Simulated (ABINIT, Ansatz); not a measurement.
# A GW chain in ABINIT: ScHO2 (R-3m), part 3 of 3

How does a plane-wave GW calculation on ScHO2 (R-3m) run from the first input to the gap?

ABINIT 10.8.3; PBEsol and many-body steps on it, plane waves. Known limits of the many-body steps: not at the basis limit.

So far. Step 4 (Empty states on the mesh, 4×4×4 mesh, 52 bands): On this mesh the gap is 4.075 eV. The earlier step found 3.958 eV, so this mesh misses an edge. Step 5 (Screening, 4×4×4 mesh, 48 bands, screening to 119.7 eV): Local fields lower ε∞ by 8 %.

## (6) Self-energy, 4×4×4 mesh, 48 bands, screening to 119.7 eV

The self-energy is evaluated for the states that the input lists, and the levels follow from it, in one-shot runs by the linearised quasiparticle equation.

This step: G0W0 on PBEsol, plane waves, norm-conserving pseudopotentials.

Contents of run.abi:

```
acell 3*1.0 Angstrom
rprim 
  1.616589043500 0.933338119408 4.530924155205
  -1.616589043500 0.933338119408 4.530924155205
  0.000000000000 -1.866676238893 4.530924155189
ntypat 3
znucl 21 1 8
natom 4
typat 1 2 3 3
xred 
  0.000000000000 0.000000000000 0.000000000000
  0.500000000000 0.500000000000 0.500000000000
  0.589701000000 0.589701000000 0.589701000000
  0.410299000000 0.410299000000 0.410299000000
pp_dirpath "pseudos"
pseudos "Sc.upf, H.upf, O.upf"
ecut 36
ngkpt 4 4 4
nshiftk 1
shiftk 0 0 0
kptopt 1
chksymbreak 0
istwfk *1
occopt 1
irdwfk 1
optdriver 4
nband 48
gwcalctyp 0
ecutsigx 36
symsigma 1
nkptgw 4
kptgw 
  0.5000000000 0.5000000000 0.5000000000
  0.5000000000 0.5000000000 0.0000000000
  0.2500000000 0.2500000000 0.0000000000
  0.0000000000 0.0000000000 0.0000000000
bdgw 
  11 14
  11 14
  11 14
  10 15
ecuteps 4.4
irdscr 1
ppmodel 1
indata_prefix "in"
outdata_prefix "out"
tmpdata_prefix "tmp"
```

Started as:

```sh
$ OMP_NUM_THREADS=1 mpirun -n 4 abinit run.abi > log
```

Numbers of over 12 decimals in the logs are rounded to 6 here.

Log:

```text
.Version 10.8.3 of ABINIT. v10.8.2 released Aug 2026.

 Symmetries : space group R-3 m (#166); Bravais hR (rhombohedral)
[... echo of the input left out ...]
== DATASET  1 ==================================================================
-   mpi_nproc: 4, omp_nthreads: 1 (-1 if OMP is not activated)

--- !DatasetInfo
iteration_state: {dtset: 1, }
dimensions: {natom: 4, nkpt: 13, mband: 48, nsppol: 1, nspinor: 1, nspden: 1, mpw: 2864, }
cutoff_energies: {ecut:  36.0, pawecutdg:  -1.0, }
electrons: {nelect:   2.40000000E+01, charge:   0.00000000E+00, occopt:   1.00000000E+00, tsmear:   1.00000000E-02, }

 SIGMA: Calculation of the GW corrections

 Based on a program developped by R.W. Godby, V. Olevano, G. Onida, and L. Reining.
 Incorporated in ABINIT by V. Olevano, G.-M. Rignanese, and M. Torrent.
.Using double precision arithmetic ; gwpc =  8

[... cell and pseudopotentials left out ...]
--------------------------------------------------------------------------------

 ==== K-mesh for the wavefunctions ====
 Number of points in the irreducible wedge :    13
[... list of points left out ...]
 Together with 12 symmetry operations and time-reversal symmetry
 yields    64 points in the full Brillouin Zone.

 ==== Q-mesh for screening function ====
 Number of points in the irreducible wedge :    13
[... list of points left out ...]
 Together with 12 symmetry operations and time-reversal symmetry
 yields    64 points in the full Brillouin Zone.

 vcoul_init : cutoff-mode = AUXILIARY_FUNCTION
 q-points for optical limit:   1
     1)      0.000010    0.000020    0.000030
 setmesh: FFT mesh size selected  =    50x   50x   50
          total number of points  =       125000

 Number of electrons calculated from density =   24.0000; Expected =   24.0000
 average of density, n =  0.086704
 r_s =    1.4016
 omega_plasma =   28.4037 [eV]

 === KS Band Gaps ===
  >>>> For spin  1
   Minimum direct gap =   4.6318 [eV], located at k-point      :   0.2500  0.2500  0.0000
   Fundamental gap    =   4.0754 [eV], Top of valence bands at :   0.5000  0.5000  0.5000
                                       Bottom of conduction at :   0.5000  0.5000  0.0000
 SIGMA fundamental parameters:
 PLASMON POLE MODEL  1
 number of plane-waves for SigmaX                 2831
 number of plane-waves for SigmaC and W            117
 number of plane-waves for wavefunctions          2831
 number of bands                                    48
 number of independent spin polarizations            1
 number of spinorial components                      1
 number of k-points in IBZ                          13
 number of q-points in IBZ                          13
 number of symmetry operations                      12
 number of k-points in BZ                           64
 number of q-points in BZ                           64
 number of frequencies for dSigma/dE                 9
 frequency step for dSigma/dE [eV]                0.25
 number of omega for Sigma on real axis              0
 max omega for Sigma on real axis  [eV]           0.00
 zcut for avoiding poles [eV]                     0.10

 EPSILON^-1 parameters (SCR file):
 dimension of the eps^-1 matrix on file            117
 dimension of the eps^-1 matrix used               117
 number of plane-waves for wavefunctions          2831
 number of bands                                    48
 number of q-points in IBZ                          13
 number of frequencies                               2
 number of real frequencies                          1
 number of imag frequencies                          1

 matrix elements of self-energy operator (all in [eV])

 Perturbative Calculation

--- !SelfEnergy_ee
iteration_state: {dtset: 1, }
kpoint     : [   0.500,    0.500,    0.500, ]
spin       : 1
KS_gap     :    4.934
QP_gap     :    7.979
Delta_QP_KS:    3.045
data: !SigmaeeData |
     Band     E0 <VxcDFT>   SigX SigC(E0)      Z dSigC/dE  Sig(E)    E-E0       E
       11   3.067 -19.951 -25.357   4.843   0.787  -0.270 -20.394  -0.444   2.623
       12   3.067 -19.951 -25.357   4.843   0.787  -0.270 -20.394  -0.444   2.623
       13   8.001 -17.845  -9.591  -5.030   0.807  -0.239 -15.244   2.601  10.602
       14   8.001 -17.845  -9.591  -5.030   0.807  -0.239 -15.244   2.601  10.602

--- !SelfEnergy_ee
iteration_state: {dtset: 1, }
kpoint     : [   0.500,    0.500,    0.000, ]
spin       : 1
KS_gap     :    4.687
QP_gap     :    7.333
Delta_QP_KS:    2.646
data: !SigmaeeData |
     Band     E0 <VxcDFT>   SigX SigC(E0)      Z dSigC/dE  Sig(E)    E-E0       E
       11   1.905 -18.813 -24.581   4.917   0.785  -0.274 -19.481  -0.668   1.238
       12   2.455 -19.523 -24.644   4.551   0.793  -0.261 -19.975  -0.453   2.002
       13   7.142 -16.220  -9.150  -4.389   0.818  -0.223 -14.027   2.193   9.335
       14   8.827 -18.772 -10.090  -5.248   0.796  -0.256 -16.038   2.734  11.561

--- !SelfEnergy_ee
iteration_state: {dtset: 1, }
kpoint     : [   0.250,    0.250,    0.000, ]
spin       : 1
KS_gap     :    4.632
QP_gap     :    7.285
Delta_QP_KS:    2.653
data: !SigmaeeData |
     Band     E0 <VxcDFT>   SigX SigC(E0)      Z dSigC/dE  Sig(E)    E-E0       E
       11   2.198 -18.991 -24.488   4.782   0.785  -0.273 -19.553  -0.561   1.637
       12   2.830 -19.943 -24.976   4.566   0.792  -0.262 -20.313  -0.370   2.460
[...]
--- !SelfEnergy_ee
iteration_state: {dtset: 1, }
kpoint     : [   0.000,    0.000,    0.000, ]
spin       : 1
KS_gap     :    4.782
QP_gap     :    7.164
Delta_QP_KS:    2.382
data: !SigmaeeData |
     Band     E0 <VxcDFT>   SigX SigC(E0)      Z dSigC/dE  Sig(E)    E-E0       E
[...]
11   2.619 -19.474 -25.012   4.873   0.786  -0.273 -19.996  -0.523   2.097
       12   3.022 -20.072 -24.961   4.477   0.795  -0.258 -20.399  -0.328   2.694
       13   7.804 -15.155  -8.027  -4.620   0.819  -0.220 -13.100   2.055   9.859
       14   7.972 -17.763  -9.560  -5.001   0.807  -0.239 -15.178   2.585  10.557
       15   7.972 -17.763  -9.560  -5.001   0.807  -0.239 -15.178   2.585  10.557

== END DATASET(S) ==============================================================
================================================================================

 -outvars: echo values of variables after computation  --------
           etotal      0.0000000000E+00
            nband          48
             nkpt          13
          spgroup         166
 [... the other variables as echoed above ...]

 Calculation completed.
```

It took 13 s on 4 MPI ranks of Intel Xeon Platinum 8488C (Sapphire Rapids), shared host; peak memory 1 GiB; 51 s of CPU time.

This step gave:

```yaml
g0w0_gap_on_the_mesh: 6.641 eV
starting_gap_on_the_mesh: 4.075 eV
k_of_the_valence_top: 0, 0, 0
k_of_the_conduction_bottom: 0.5, 0.5, 0
z_at_the_valence_top: 0.795
z_at_the_conduction_bottom: 0.818
least_direct_g0w0_gap_on_the_computed_points: 7.165 eV
```

The gap on the mesh goes from 4.08 eV to 6.64 eV, a correction of +2.57 eV. The start differs from the 3.96 eV found before because the two sample other k points.

Limits: finite bands, cutoff and mesh. v1 is the top filled band, c1 the lowest empty one. The levels before and after the correction (eV, zero at the valence-band top of each column):

|  | conduction bottom | valence top |
| --- | --- | --- |
| Kohn-Sham | 4.08 | 0.00 |
| G0W0 | 6.64 | 0.00 |

|  | level | energy (eV) |
| --- | --- | --- |
| Kohn-Sham | (0.5 0.5 0) v2 | -1.161 |
| Kohn-Sham | (0.5 0.5 0) v1 | -0.612 |
| Kohn-Sham | (0.5 0.5 0) c1 | 4.075 |
| Kohn-Sham | (0.5 0.5 0) c2 | 5.760 |
| Kohn-Sham | Γ v3-v2 | -0.448 |
| Kohn-Sham | Γ v1 | -0.045 |
| Kohn-Sham | Γ c1 | 4.737 |
| Kohn-Sham | Γ c2-c3 | 4.905 |
| G0W0 | (0.5 0.5 0) v2 | -1.456 |
| G0W0 | (0.5 0.5 0) v1 | -0.692 |
| G0W0 | (0.5 0.5 0) c1 | 6.641 |
| G0W0 | (0.5 0.5 0) c2 | 8.867 |
| G0W0 | Γ v3-v2 | -0.597 |
| G0W0 | Γ v1 | 0.000 |
| G0W0 | Γ c1 | 7.165 |
| G0W0 | Γ c2-c3 | 7.863 |

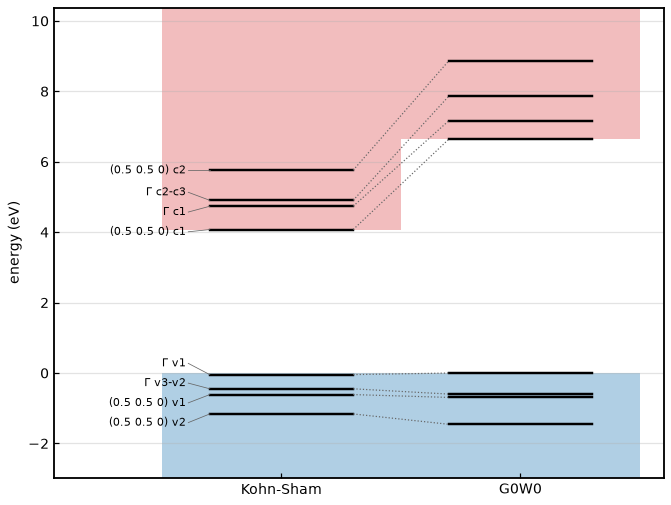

Levels before and after the correction. Shaded: valence and conduction bands.

## (7) Where the time went

Times are wall times on 4 MPI ranks of Intel Xeon Platinum 8488C (Sapphire Rapids), shared host, good to a factor of about two.

| step | time | share | memory (GiB) |
| --- | --- | --- | --- |
| ground state | 51 s | 32 % | 0.43 |
| bands along the symmetry lines | 21 s | 14 % | 0.36 |
| empty states on the mesh | 23 s | 15 % | 0.34 |
| screening | 50 s | 31 % | 1.2 |
| self-energy | 13 s | 8 % | 1.0 |

## (8) Results

```yaml
pbesol_gap: 3.96 eV, indirect
g0w0_gap_on_the_mesh: 6.64 eV
g0w0_gap_over_the_zone_rigid_shift: 6.52 eV
gw_settings: 4×4×4 mesh, 48 bands, screening to 119.7 eV, Godby-Needs plasmon pole
known_limits: not at the basis limit
```

In words: G0W0 moves the gap on the mesh from 4.08 eV to 6.64 eV (+2.57 eV), with Z of 0.80 and 0.82 at the edges. The mesh misses the band edges by 0.12 eV in all; a rigid shift gives 6.52 eV for the zone. Local fields lower the RPA ε∞ on this mesh from 4.26 to 3.93. Bands and cutoff are finite, so the gap is not at the basis limit. The miss can reach some tenths of an eV and take either sign; the mesh is an error of its own. A denser mesh or path gives a starting gap of 3.96 eV: the GW mesh misses a band edge, so its gaps are not the fundamental one.

[Paths, hosts, dates, memory and timing lines, banners, echoed tables and standing remarks are left out of the program output.]

[Logs are printed without paths, hosts, clocks, repeated set-up lines and the standing remarks that a program may print on its own settings, such as how far it seeks lower states.]

[Runs of the session that timed out or met a known fault of the program may be left out.]

[Hosts, paths, dates, database ids (printed as entryN), source tags and the programs' standing remarks are cut or masked in the printed files.]

[G0W0 gaps are taken among the corrected bands and points alone; a level outside them can change the order at an edge.]

[Where Ansatz stands beside ABINIT at settings called matched, ABINIT's density can come from a denser mesh and the files from another edition; pairs whose starting gaps differed by over 0.03 eV were left out, so agreement reads better than it is.]
